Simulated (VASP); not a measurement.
Band structure of CdSe (space group P6_3mc). All values below come from modified Becke-Johnson potential (mBJ) with spin-orbit coupling, VASP's PBE PAW potentials (set 64) (plane waves; VASP).

mBJ is a potential without an energy functional, so only the levels count.

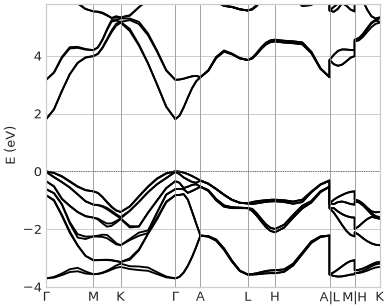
Fig. 1. Bands along high-symmetry lines, zero at the valence-band maximum or, without a gap, the Fermi level

Q: Read the plot: is there a gap, and where are the band edges?

A: The gap is direct, 1.81 eV, from the valence maximum at Γ to the conduction minimum at Γ.

The structure comes from a computed database's CdSe entry (P6_3mc); how it stands against other phases isn't given here. It was relaxed first. The cell's shape comes from a PBE relaxation.
